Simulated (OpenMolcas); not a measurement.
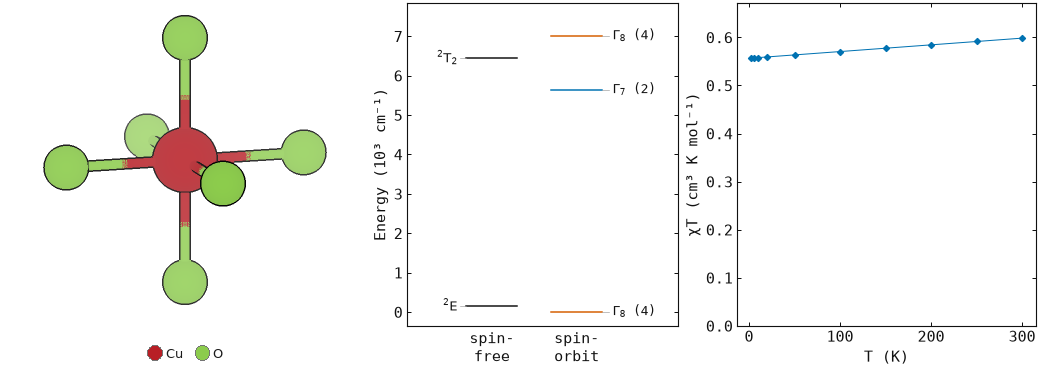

Cu²⁺ (3d⁹) as a dopant in CaO, a cluster with its 6 nearest O²⁻ at 2.116 Å (octahedron) embedded in model potentials and point charges; the geometry was set, not optimised, and its levels and susceptibility. Labels give the representation in O, Td, D4 or D3 as the site allows (double group for half-integer spin) where it could be assigned and, in brackets, the degeneracy; spin-free states, where drawn, share the zero of the spin-orbit levels. Computed with OpenMolcas: state-averaged CASSCF, active space 9 electrons in the shell 3d, basis ANO-RCC-VDZP on all atoms, DKH2 scalar Hamiltonian, spin-orbit coupling by RASSI with atomic mean-field integrals. Powder susceptibility by Van Vleck's formula.

### Describe the ground state and the low levels.

The ground level is Γ₈, 4-fold degenerate, 100 % from states of spin multiplicity 2. The next level lies at 5,630 cm⁻¹ (Γ₇). The lowest spin-free state is ²E, from the free-ion D term; of the same spin there follows at 6,300 cm⁻¹ (²T₂) above it. A ligand-field fit to the spin-free states gives |10Dq| = 6,300 cm⁻¹. χT is 0.557 cm³ K mol⁻¹ at 2 K and 0.598 at 300 K, an effective moment of 2.19 μB. The active orbitals hold 94 to 98 % metal character (Löwdin), and the Mulliken charge of the metal is +1.45.

Note: orbital doublet at a regular site, Jahn-Teller distortion not allowed for; the geometry is set by hand, with no relaxation and no charge compensation.
